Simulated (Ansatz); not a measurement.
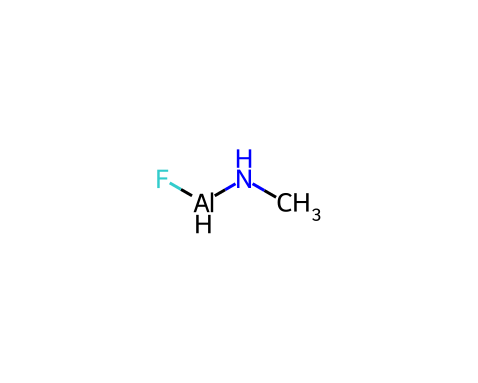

2D structure.

> Write the SMILES.

C[NH][AlH][F]

> What is the molecular formula?

CH5AlFN.

> An optimisation with PBE0-D4/def2-TZVP gave a structure of which point group?

Cs. Other conformers may differ.

More results for the same structure follow; atom numbers are the same in all pictures, views and colours differ. The computed structure is the end point of a PBE0-D4/def2-TZVP optimisation.

### Electronic properties

Level of theory: RKS BLYP-D4/def2-TZVPP (Ansatz 0.2.0).

> What is the HOMO energy (Kohn–Sham orbital)?

−5.61 eV.

> Give the dispersion correction at this level.

−29.1 kJ/mol.

> Estimate the HOMO–LUMO gap.

4.74 eV.

### Charges

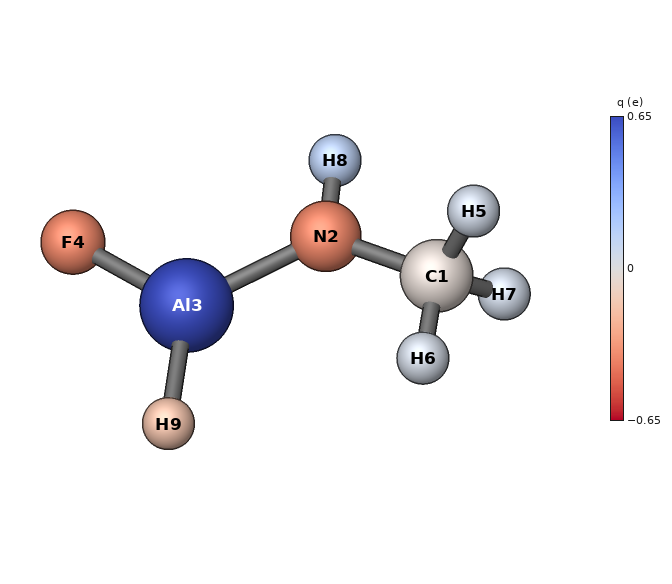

Atoms are coloured by their Mulliken charges. Method: RKS r2SCAN-D4/def2-TZVPP (Ansatz 0.2.0).

Give the Mulliken charges atom by atom.

```tsv
atom	value (e)
C1	−0.03
N2	−0.37
Al3	0.65
F4	−0.37
H5	0.05
H6	0.04
H7	0.05
H8	0.14
H9	−0.16
```

### Dipole moment

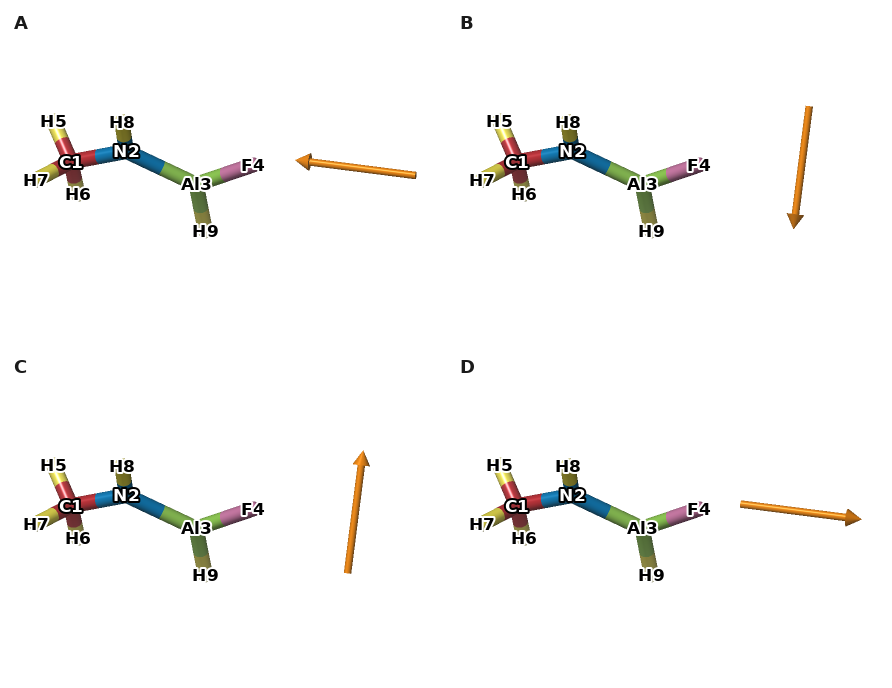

The same molecule four times, each with an arrow. Method: RKS PBE0-D4/def2-TZVP (Ansatz 0.2.0).

> Which arrow points along the dipole moment, from the negative to the positive end?

A. The dipole moment is 2.12 D; it points from the side of F4 to the side of H5, H7 (the outermost atoms at the two ends).

Mulliken values depend strongly on the basis set and can even reverse the polarity of a bond.
